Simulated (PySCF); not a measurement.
```yaml
atoms:
  - { symbol: C, position_ang: [1.8102, 0.1317, -0.2052] }
  - { symbol: C, position_ang: [0.4946, -0.3580, 0.3819] }
  - { symbol: F, position_ang: [0.7784, -1.3147, 1.3480] }
  - { symbol: C, position_ang: [-0.4870, -0.9397, -0.6447] }
  - { symbol: C, position_ang: [-1.6749, -0.0391, -0.5742] }
  - { symbol: C, position_ang: [-1.5606, 0.9115, 0.3530] }
  - { symbol: C, position_ang: [-0.2737, 0.8134, 1.0465] }
  - { symbol: O, position_ang: [0.1507, 1.4991, 1.9381] }
  - { symbol: H, position_ang: [1.6177, 0.8717, -0.9774] }
  - { symbol: H, position_ang: [2.4041, 0.5866, 0.5844] }
  - { symbol: H, position_ang: [2.3623, -0.7049, -0.6279] }
  - { symbol: H, position_ang: [-0.0654, -0.9697, -1.6509] }
  - { symbol: H, position_ang: [-0.7581, -1.9611, -0.3670] }
  - { symbol: H, position_ang: [-2.5187, -0.1857, -1.2276] }
  - { symbol: H, position_ang: [-2.2840, 1.6670, 0.6010] }
```

Geometry: GFN2-xTB.

Computed with PySCF, PBE0/pcSseg-1, SCF density, gas phase, non-relativistic.

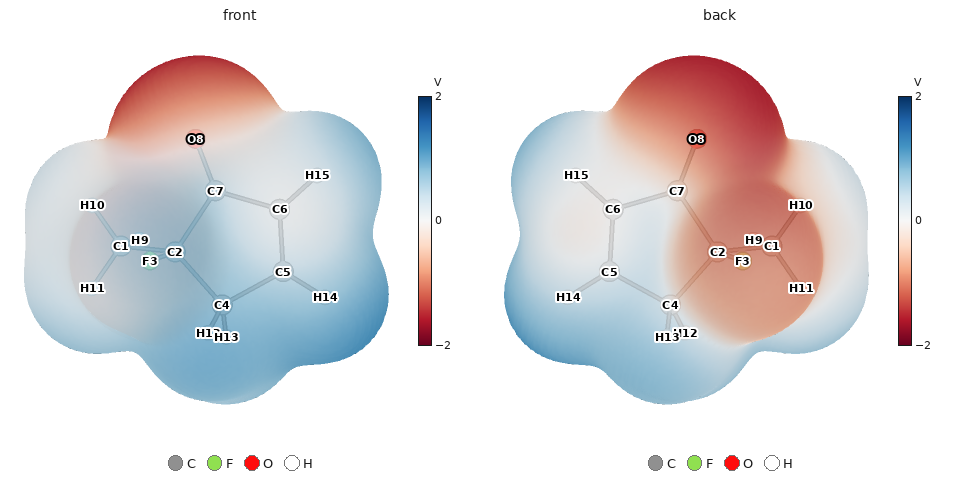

C6H7FO (SMILES C[C@]1(F)CC=CC1=O). The molecular electrostatic potential painted on the density surface at 0.001 e/bohr³, seen from the front and from behind; the colour scale runs from red (negative) to blue (positive).

Which sites attract a positive test charge, and which a negative one?

A positive charge is drawn to the negative regions and a negative charge to the positive ones. The most negative region (about −1.6 V, or −37 kcal/mol for a unit charge) lies over O8, the most positive (about +1.2 V, or +28 kcal/mol for a unit charge) over H14. O8 is the likeliest acceptor of a hydrogen bond.
